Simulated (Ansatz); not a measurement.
System: KCa$_{2}$Se$_{6}$.

Input

```
crystal:
  lattice:
    - [8.7057331629, 0.0, 0.0]
    - [-4.3528665814, 7.5393860777, 0.0]
    - [0.0, 0.0, 5.0161511828]
  atoms:
    - { symbol: K, position: [0.0, 0.0, 0.0] }
    - { symbol: Ca, position: [0.3333333333, 0.6666666667, 0.5] }
    - { symbol: Ca, position: [0.6666666667, 0.3333333333, 0.5] }
    - { symbol: Se, position: [0.0, 0.556914394, 0.7757234808] }
    - { symbol: Se, position: [0.0, 0.443085606, 0.2242765192] }
    - { symbol: Se, position: [0.443085606, 0.443085606, 0.7757234808] }
    - { symbol: Se, position: [0.556914394, 0.556914394, 0.2242765192] }
    - { symbol: Se, position: [0.443085606, 0.0, 0.2242765192] }
    - { symbol: Se, position: [0.556914394, 0.0, 0.7757234808] }
basis:
  ecutwfc: 420
kpoints:
  mp_grid: { grid: [6, 6, 8] }
  band_path:
    path:
      - [[0.0, 0.0, 0.0], [0.5, 0.0, 0.0], [0.33333333, 0.33333333, 0.0], [0.0, 0.0, 0.0], [0.0, 0.0, 0.5], [0.5, 0.0, 0.5], [0.33333333, 0.33333333, 0.5], [0.0, 0.0, 0.5]]
      - [[0.5, 0.0, 0.5], [0.5, 0.0, 0.0]]
      - [[0.33333333, 0.33333333, 0.5], [0.33333333, 0.33333333, 0.0], [0.33333333, 0.33333333, -0.5]]
    npoints: 14
hamiltonian:
  xc: pbe
scf:
  occupations: { method: gaussian, width: 0.1 }
  n_extra_bands: 22
output:
  forces: true
  stress: true
  eigenvalues: true
  populations: true
  dos: { projected: true, de: 0.02, nscf_kmesh: { grid: [8, 8, 10] } }
  bader: true
  write_density: true
  write_potential: true
  elf: true
  volumetric_format: npy
```

Command:

```sh
ansatz run input.yaml --threads 1 --pin off --max-ram 2560MiB --backend cpu --events-out ev --progress --plain --runs-dir out
```

Below, planes, directions and counts refer to the conventional cell (a = 8.71 Å, b = 8.71 Å, c = 5.02 Å, α = 90.00°, β = 90.00°, γ = 120.00°).

Space group P-31m; a structure generated by program, which may or may not match a known phase; computed without spin polarisation.

Computed with DFT PBE, scalar-relativistic, plane waves, PAW in Ansatz 0.2.0.

**What will maps of the valence pseudo-density and electron localisation function show?**

K–Se (4.02 Å): ρ is about 0.03 e/Å³ halfway, with its minimum of 0.02 e/Å³ about 1.8 Å from K; the ELF is about 0.15 at the midpoint and 0 at its lowest between the atoms (no localised pair shows between them).
Bader's partition of the density gives K +0.89, Ca +1.43 and Se −0.63 e.

**Which way does charge flow, and how much by Bader's partition?**

Electrons move from K and Ca towards Se. Bader charges: K +0.89, Ca +1.43 and Se −0.63 e.

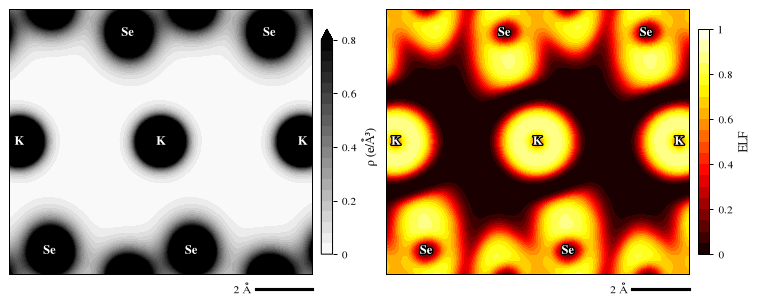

Computed valence pseudo-density and electron localisation function on the (11̄0) plane of the conventional cell, in this order. 

In a PAW calculation such maps are meaningful between the atoms, not at the nuclei.
